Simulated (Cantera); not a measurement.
A closed system holds: 1 mol MgCO3, 3.3 mol H2O, 0.031 mol O2, a varied amount of C, held at 802 °C and 0.0100 bar.

These are equilibrium values from Cantera (NASA tables, ideal gas, pure condensed phases), not measurements of a reactor. Candidate condensed phases: C, C6H6, C7H8, C8H18, H2O, Mg, MgCO3, MgO, Mg(OH)2; 116 gas species. Rates play no part.

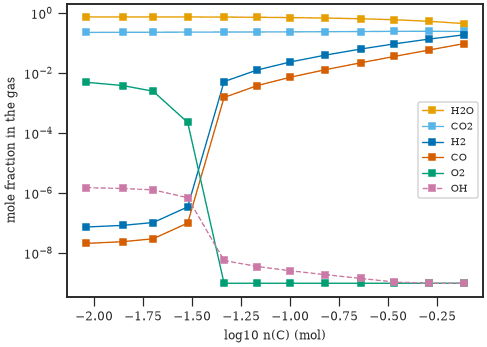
Figure: Equilibrium gas composition (values under 1e-9 drawn at 1e-9)

Task: Read off the mole fractions at 0.03 mol C.

Result: H2O about 0.76, CO2 about 0.24, O2 about 0.00023, OH about 7.1e-7, H2 about 3.5e-7, CO about 1.0e-7.
